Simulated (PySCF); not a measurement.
Vertical excitations of a molecule C2H7BFNO from PySCF 2.14.0 with TDA-PBE/def2-SVPD, as energy in eV (oscillator strength): 5.03 (0.004), 6.13 (0.016), 6.43 (0.011), 6.95 (0.001), 7.13 (0.175), 7.54 (0.000), 7.66 (0.010), 7.95 (0.080), 8.06 (0.000), 8.16 (0.002). Lowest triplet (TDA): 4.96 eV. Coordinates come from a PBE0-D3(BJ)/def2-SVP optimisation. Other conformers were not sampled.

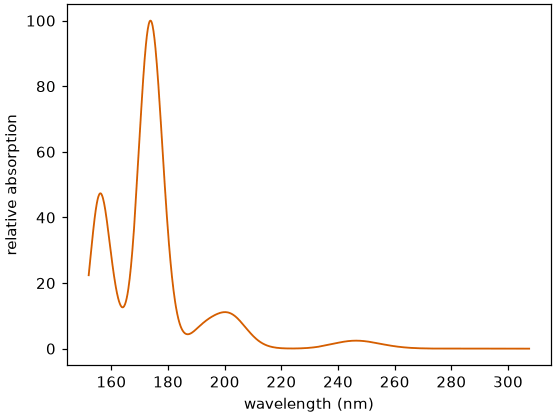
Figure. The lines broadened by 0.4 eV.

Identify the compound among the candidates.
A. COB(N)CF
B. CNB(F)OC
C. CCOB(N)F
D. CN(C)B(O)F

D, CN(C)B(O)F
